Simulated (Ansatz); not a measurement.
# C2H2O (ethenone) at 6 levels

We compute a comparison of 6 runs (CAM-B3LYP/STO-3G, PBE/STO-3G, SVWN5/STO-3G, UB3LYP/STO-3G, UMP2/STO-3G, CCSD(T)/STO-3G) of C2H2O (ethenone). 

The calculation is run with Ansatz 0.2.0.

57 further runs of the same task are left out: 10 that didn't finish, 47 set aside as unsound or not needed.

### Step 1. The structure to begin with

C2H2O: 5 atoms, total charge 0, spin state singlet. SMILES: `C=C=O`. The O3–C2 distance was set to 1.735 Å, away from the relaxed value.

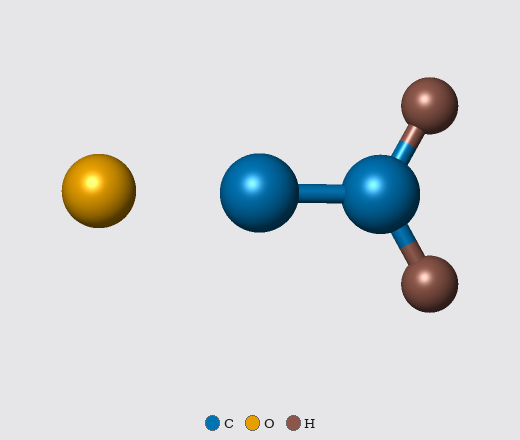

Viewed from a chosen angle; carbon blue, oxygen amber, hydrogen brown.

### Step 2. A single-point energy at CAM-B3LYP/STO-3G (run 1)

run.yaml reads:

```yaml
crystal:
  periodic: [false, false, false]
  atoms:
    - {symbol: C, position_ang: [-0.758625, 0.592580, -0.550782]}
    - {symbol: C, position_ang: [0.138475, -0.116220, 0.082418]}
    - {symbol: O, position_ang: [1.329000, -1.057000, 0.922700]}
    - {symbol: H, position_ang: [-1.600925, 0.096280, -1.009182]}
    - {symbol: H, position_ang: [-0.645325, 1.664980, -0.606882]}
basis:
  gaussian:
    orbitals: STO-3G
hamiltonian:
  xc: {name: CAM-B3LYP}
accuracy: high
```

Run with:

```sh
$ ansatz run run.yaml --threads 1 --pin off --max-ram 2610MiB --events-out events.jsonl --progress --plain --runs-dir runs
```

Log:

```text
Warning: RAYON_NUM_THREADS=1 ignored (pool sized by the plan → 1); use --threads N
Functional definition: CAM-B3LYP
  name "CAM-B3LYP"
  parameter alpha = 0.19
  parameter beta = 0.46
  parameter omega = 0.33/bohr
  parameter ac = 0.81
  exchange = (1 - alpha - beta)*b88_x + beta*b88_x_sr(omega) + alpha*exact_x + beta*exact_x_lr(omega)
  correlation = (1 - ac)*vwn5_c + ac*lyp_c
288 factors; integrals over basis functions are off by at most 2.0e-8 eV
154 factors; integrals over basis functions are off by at most 7.9e-10 eV
mean field evaluation 1: about -4083.4125 eV, gradient 4.0e1 eV
mean field evaluation 2: about -3958.0433 eV, gradient 1.6e2 eV
mean field evaluation 4: about -4088.9509 eV, gradient 1.7e1 eV
mean field evaluation 8: about -4089.8789 eV, gradient 2.0e-1 eV
mean field evaluation 16: about -4089.7959 eV, gradient 1.7e-3 eV
mean field -4089.79591071 eV, -150.2972275555 hartree, gradient 5.1e-9 eV, S^2 0.000000; 0 other end points of the search recorded, 0 dependent functions left out
reference -4089.79592238 eV, -150.2972279843 hartree; 11, 11 occupied and 6, 6 virtual orbitals, 288 factors
Total energy: -4089.79592238 eV, -150.2972279843 hartree
```

It took 0.7 s on 1 thread of Intel Xeon Platinum 8488C (Sapphire Rapids), shared host; peak memory 0.11 GiB.

### Step 3. A single-point energy at PBE/STO-3G (run 2)

input.yaml reads:

```yaml
crystal:
  periodic: [false, false, false]
  atoms:
    - symbol: C
      position_ang: [-0.758625, 0.592580, -0.550782]
    - symbol: C
      position_ang: [0.138475, -0.116220, 0.082418]
    - symbol: O
      position_ang: [1.329000, -1.057000, 0.922700]
    - symbol: H
      position_ang: [-1.600925, 0.096280, -1.009182]
    - symbol: H
      position_ang: [-0.645325, 1.664980, -0.606882]
basis:
  gaussian:
    orbitals: STO-3G
accuracy: high
hamiltonian:
  xc: pbe
```

Run with:

```sh
$ ansatz run input.yaml --threads 1 --pin off --max-ram 2610MiB --events-out events.jsonl --progress --plain --runs-dir runs
```

Log:

```text
Warning: RAYON_NUM_THREADS=1 ignored (pool sized by the plan → 1); use --threads N
Functional definition: PBE
  name "PBE"
  parameter kappa = 0.804
  parameter beta = 0.06672455060314922
  exchange = pbe_x(kappa = kappa, mu = beta*pi^2/3)
  correlation = pbe_c(beta = beta)
288 factors; integrals over basis functions are off by at most 2.0e-8 eV
mean field evaluation 1: about -4085.8297 eV, gradient 2.8e1 eV
mean field evaluation 2: about -3938.8701 eV, gradient 1.4e2 eV
mean field evaluation 4: about -4079.9894 eV, gradient 4.5e1 eV
mean field evaluation 8: about -4088.4629 eV, gradient 3.9e-2 eV
mean field evaluation 16: about -4069.5515 eV, gradient 5.0e1 eV
mean field -4088.34314183 eV, -150.2438392838 hartree, gradient 3.0e-8 eV, S^2 0.000000; 1 other end points of the search recorded, 0 dependent functions left out
reference -4088.34314338 eV, -150.2438393408 hartree; 11, 11 occupied and 6, 6 virtual orbitals, 288 factors
Total energy: -4088.34314338 eV, -150.2438393408 hartree
```

Run time: 0.7 s. Hardware: 1 thread of Intel Xeon Platinum 8488C (Sapphire Rapids), shared host; peak memory 0.11 GiB.

Runs 3 to 5 aren't shown in full; the table further down has their settings and results.

### Step 4. A single-point energy at CCSD(T)/STO-3G (run 6)

in.yaml reads:

```yaml
crystal:
  periodic: [false, false, false]
  atoms:
    - symbol: C
      position_ang: [-0.758625, 0.592580, -0.550782]
    - symbol: C
      position_ang: [0.138475, -0.116220, 0.082418]
    - symbol: O
      position_ang: [1.329000, -1.057000, 0.922700]
    - symbol: H
      position_ang: [-1.600925, 0.096280, -1.009182]
    - symbol: H
      position_ang: [-0.645325, 1.664980, -0.606882]
basis:
  gaussian:
    orbitals: STO-3G
correlation:
  method: ccsd_t
  frozen_orbitals: {C: 1, H: 0, O: 1}
accuracy: high
scf:
  omitted_lower_state_checks: [cluster_reference, increment]
```

Run with:

```sh
$ ansatz run in.yaml --threads 1 --pin off --max-ram 2610MiB --events-out events.jsonl --progress --plain --runs-dir runs
```

Log:

```text
Warning: RAYON_NUM_THREADS=1 ignored (pool sized by the plan → 1); use --threads N
[... 13 lines left out ...]
3 core orbitals not correlated: weight in the atoms' cores, before any rotation towards them, 1.000 or more for the frozen orbitals, at most 0.000 for the correlated occupied ones
[... 34 lines left out ...]
Total energy: -4076.69683064 eV, -149.8158452418 hartree
Checks for a lower state left out: cluster_reference, increment
```

Wall time 0.16 s (1 thread of Intel Xeon Platinum 8488C (Sapphire Rapids), shared host).

### Step 5. The series

| run | level | frozen core orbitals | energy (Eh) | wall time |
| --- | --- | --- | --- | --- |
| 1 | CAM-B3LYP/STO-3G | – | -150.297228 | 0.7 s |
| 2 | PBE/STO-3G | – | -150.243839 | 0.7 s |
| 3 | SVWN5/STO-3G | – | -149.136807 | 0.44 s |
| 4 | UB3LYP/STO-3G | – | -150.402561 | 2.8 s |
| 5 | UMP2/STO-3G | 3 | -149.706594 | 0.38 s |
| 6 | CCSD(T)/STO-3G | 3 | -149.815845 | 0.16 s |

### Step 6. What came out

| quantity | value |
| --- | --- |
| run 6: total energy | -149.81585 Eh |
| run 6: correlation energy (3 core orbitals frozen) | -294.0 mEh |
| run 6: (T) correction | -38.06 mEh |
| run 6: T1 diagnostic | 0.138 |

What this shows: Totals of different functionals can't be ranked against each other. In run 6 the T1 diagnostic is large, so a single reference may not serve. In run 6 the log says that unrestricted orbitals would lower the reference, so the values rest on an unstable closed-shell determinant (other closed-shell runs at this shape may share the fault). In runs 1, 2, 3, 4, 5, 6 the basis is minimal, so the values are rough. Spin contamination of the reference: run 5 ⟨S²⟩ = 1.76, run 4 ⟨S²⟩ = 0.56. Where it is this large, the reference is a mixture of spin states, and values that rest on it are in doubt. All runs together took 5.1 s, the longest 2.8 s.
